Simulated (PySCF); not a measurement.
**One shape, several levels: C3F6 (hexafluoropropylene)**

We compute a comparison of 6 runs (BLYP/def2-SVP, M06-2X/def2-SVP, PBE/def2-SVP, PBE0/def2-SVP, SVWN5/def2-SVP, revPBE/def2-SVP) of C3F6 (hexafluoropropylene). Input form: a Python script.

The calculation is run with PySCF 2.14.0.

1 further run of the same task is left out (set aside as unsound or not needed).

## 1. Starting point

C3F6 has 9 atoms, charge 0, and is taken as a singlet. As SMILES, `FC(F)=C(F)C(F)(F)F`. The shape is that of a PBE0-D4/def2-TZVP optimisation.

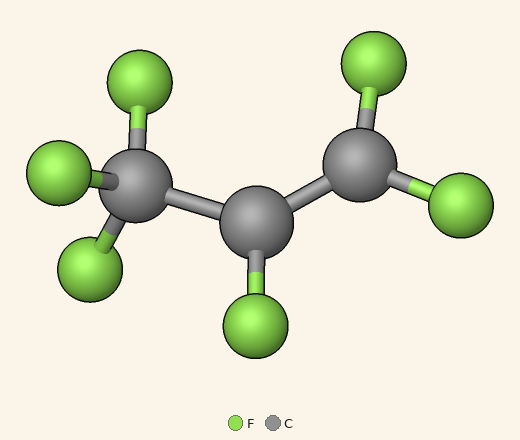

The structure, seen from a chosen angle (fluorine green, carbon grey).

## 2. A single-point energy at BLYP/def2-SVP (run 1)

Input file run.py:

```python
from pyscf import gto, dft

mol = gto.Mole()
mol.atom = '''
F      3.823899    -0.512361     1.121080
C      2.478886    -0.150895    -0.904121
F      3.870518    -0.066594    -2.934442
C     -0.013115     0.109585    -0.973133
F     -1.147272     0.470372    -3.188856
C     -1.806144     0.048604     1.211787
F     -3.496447    -1.803082     0.917103
F     -3.094861     2.214305     1.358278
F     -0.615484    -0.309934     3.392285
'''
mol.unit = 'bohr'
mol.verbose = 3
mol.spin = 0
mol.basis = 'def2-svp'
mol.max_memory = 1860
mol.build()

ks = dft.RKS(mol, xc='blyp')
ks.grids.level = 5
ks.conv_tol = 1e-10
ks.kernel()
if not ks.converged:
    ks = ks.newton().run(ks.mo_coeff, ks.mo_occ)

etot = ks.e_tot
print('E(%s) = %.9f' % ('BLYP', etot))
```

Launch:

```sh
$ OMP_NUM_THREADS=1 python run.py
```

Log:

```text
converged SCF energy = -712.702024848695
E(BLYP) = -712.702024849
```

It took 59 s on 1 thread of Arm Neoverse V2, shared host; peak memory 0.75 GiB.

## 3. The energy at M06-2X/def2-SVP (run 2)

Input file calc.py:

```python
from pyscf import gto, dft

molecule = gto.M(
    atom=[
    ('F', (2.023520, -0.271130, 0.593250)),
    ('C', (1.311770, -0.079850, -0.478440)),
    ('F', (2.048190, -0.035240, -1.552840)),
    ('C', (-0.006940, 0.057990, -0.514960)),
    ('F', (-0.607110, 0.248910, -1.687470)),
    ('C', (-0.955770, 0.025720, 0.641250)),
    ('F', (-1.850240, -0.954150, 0.485310)),
    ('F', (-1.637730, 1.171760, 0.718770)),
    ('F', (-0.325700, -0.164010, 1.795120)),
],
    spin=0,
    max_memory=1860,
    charge=0,
    basis='def2-svp',
    verbose=3,
)

calc0 = dft.RKS(molecule, xc='m06-2x')
calc0.conv_tol = 1e-10
calc0.grids.level = 5
calc0.kernel()
if not calc0.converged:
    calc0 = calc0.newton().run(calc0.mo_coeff, calc0.mo_occ)

e_tot = calc0.e_tot
print('Final energy', e_tot)
```

Launch:

```sh
$ OMP_NUM_THREADS=1 python calc.py
```

Log:

```text
converged SCF energy = -712.546174334882
Final energy -712.5461743348822
```

It took 1.8 min on 1 thread of Arm Neoverse V2, shared host; peak memory 0.76 GiB.

Runs 3 to 5 aren't shown in full; the table further down has their settings and results.

## 4. A single-point energy at revPBE/def2-SVP (run 6)

Input file run.py:

```python
from pyscf import gto, dft

molecule = gto.Mole()
molecule.atom = '''
F    2.023520  -0.271130   0.593250
C    1.311770  -0.079850  -0.478440
F    2.048190  -0.035240  -1.552840
C   -0.006940   0.057990  -0.514960
F   -0.607110   0.248910  -1.687470
C   -0.955770   0.025720   0.641250
F   -1.850240  -0.954150   0.485310
F   -1.637730   1.171760   0.718770
F   -0.325700  -0.164010   1.795120
'''
molecule.max_memory = 1860
molecule.verbose = 4
molecule.basis = 'def2-svp'
molecule.build()

myscf = dft.RKS(molecule, xc='revpbe')
myscf.conv_tol = 1e-10
myscf.grids.level = 5
myscf.kernel()
if not myscf.converged:
    myscf = myscf.newton().run(myscf.mo_coeff, myscf.mo_occ)

e_tot = myscf.e_tot
print('E(%s) = %.9f' % ('REVPBE', e_tot))
```

Launch:

```sh
$ OMP_NUM_THREADS=1 python run.py
```

Log:

```text
PySCF version 2.14.0

[... 83 lines left out ...]
converged SCF energy = -712.554611309169
E(REVPBE) = -712.554611309
```

It took 55 s on 1 thread of Arm Neoverse V2, shared host; peak memory 0.75 GiB.

## 5. All runs side by side

```
run            level  energy (Eh)  dipole moment (D)  HOMO energy (eV)  LUMO energy (eV)  wall time
  1    BLYP/def2-SVP  -712.702025               1.03             -6.39             -1.03       59 s
  2  M06-2X/def2-SVP  -712.546174               1.08             -9.65              0.57    1.8 min
  3     PBE/def2-SVP  -712.101665               1.05             -6.55             -1.17       59 s
  4    PBE0/def2-SVP  -712.095364               1.08             -8.19             -0.35       53 s
  5   SVWN5/def2-SVP  -708.022144               1.05             -6.80             -1.50       34 s
  6  revPBE/def2-SVP  -712.554611               1.05             -6.48             -1.06       55 s
```

## 6. Results

```
            quantity          value
 run 6: total energy  -712.55461 Eh
run 6: dipole moment         1.05 D
  run 6: HOMO energy       -6.48 eV
  run 6: LUMO energy       -1.06 eV
run 6: HOMO–LUMO gap        5.41 eV
```

The dipole moment (its size) runs from 1.03 D (BLYP/def2-SVP) to 1.08 D (PBE0/def2-SVP). The HOMO–LUMO gap runs from 5.30 eV (SVWN5/def2-SVP) to 10.22 eV (M06-2X/def2-SVP). Totals of different functionals can't be ranked against each other. All runs together took 6.1 min, the longest 1.8 min.
